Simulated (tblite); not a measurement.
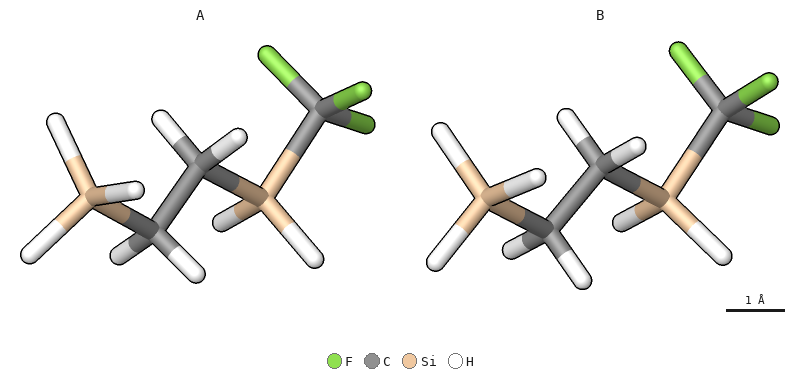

Two geometries of C3H9F3Si2, drawn at one scale. One is the start of a relaxation, the other its converged end. A stick model, seen from a free direction.

These are results of GFN2-xTB geometry optimisation, gas phase in tblite 0.8.0, not measurements. 

Question: Which of the two is the end point?

Answer: Structure B is the relaxed one. The atom that moves furthest after the best rigid fit is an H atom (0.31 Å). By element the largest moves are H 0.31 Å, F 0.29 Å, C 0.10 Å, Si 0.10 Å. Some distances before and after: C–Si 1.897 → 1.947 Å, C–F 1.387 → 1.348 Å, C–Si 1.878 → 1.906 Å, C–H 1.118 → 1.094 Å. Bond angles that change, for instance: F–C–F 113.6° → 106.0°, F–C–Si 105.7° → 112.9°, C–Si–H 107.4° → 114.2°. Over 68 geometry steps the energy falls by 47.9 kJ/mol. The run took 0.52 s on 1 thread of Arm Neoverse V1 (shared host).
